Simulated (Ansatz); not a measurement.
# CH6SSi2Te: the cost of one run

Method: RKS BHLYP-D4/def2-SVP, in Ansatz 0.2.0.

## Step 1: The starting structure

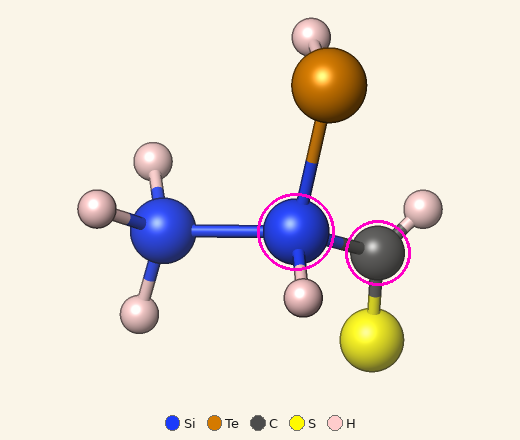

The starting structure, seen from a chosen angle (silicon blue, tellurium orange, carbon dark grey, sulfur yellow, hydrogen pink). Ringed: Si2, C4.

Coordinates:

```xyz
11

Si   -1.4310    0.7747    0.1216
Si    0.3440   -0.3493    0.6503
Te    2.2235    1.2232    0.9053
C     0.8131   -1.5463   -0.6862
S    -0.1707   -2.6297   -0.9968
H    -1.7776    1.7997    1.1776
H    -1.2116    1.5409   -1.1459
H    -2.5743   -0.0848   -0.0643
H     0.1250   -1.0441    1.9583
H     2.0566    1.7424   -0.7012
H     1.6684   -1.4837   -1.1979
```

## Step 2: Relaxing end A

input.yaml

```yaml
crystal:
  periodic: [false, false, false]
  atoms:
    - { symbol: Si, position_ang: [-1.431, 0.7747, 0.1216] }
    - { symbol: Si, position_ang: [0.344, -0.3493, 0.6503] }
    - { symbol: Te, position_ang: [2.2235, 1.2232, 0.9053] }
    - { symbol: C, position_ang: [0.8131, -1.5463, -0.6862] }
    - { symbol: S, position_ang: [-0.1707, -2.6297, -0.9968] }
    - { symbol: H, position_ang: [-1.7776, 1.7997, 1.1776] }
    - { symbol: H, position_ang: [-1.2116, 1.5409, -1.1459] }
    - { symbol: H, position_ang: [-2.5743, -0.0848, -0.0643] }
    - { symbol: H, position_ang: [0.125, -1.0441, 1.9583] }
    - { symbol: H, position_ang: [2.0566, 1.7424, -0.7012] }
    - { symbol: H, position_ang: [1.6684, -1.4837, -1.1979] }
basis:
  gaussian: { orbitals: def2-SVP }
hamiltonian:
  xc: { name: BHLYP }
  dispersion: d4
relax:
  f_tol: 0.015
  max_steps: 40
```

Command:

```bash
$ ansatz run input.yaml --threads 2 --pin off --max-ram 3072MiB --backend cpu --events-out ev --progress --plain --runs-dir out
```

Q: Estimate wall time and peak memory on 2 threads of Arm Neoverse V1, shared host.

About 2.3 min, with a peak of 0.34 GiB.
